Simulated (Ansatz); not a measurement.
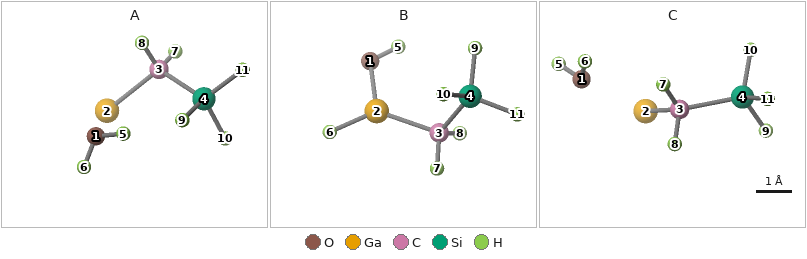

3 geometries from a converged minimum-energy path of CH₇GaOSi, shuffled. A ball-and-stick model, seen at a tilt.

All numbers below come from RKS PBE0-D4/def2-SVP in Ansatz. Set-up: 5 movable images; climbing image; force threshold 0.05 eV/Å; iteration limit 60; starting path through a guess of the saddle point.

### One of them is the converged climbing image. Which?

C. In order along the path, whose images run from 0 to 6: B (image 1, 0.00 eV), C (image 4, +0.95 eV), A (image 6, +0.79 eV). Breaking: Ga2–H6 (1.56 → 2.99 at the top → 2.91 Å), O1–Ga2 (1.79 → 2.37 at the top → 2.33 Å). Forming: O1–H6 (2.80 → 0.97 at the top → 0.96 Å).

Cost: 12 min on 2 threads of Intel(R) Xeon(R) Platinum 8488C (Sapphire Rapids), on a shared host, peak memory 0.29 GiB.
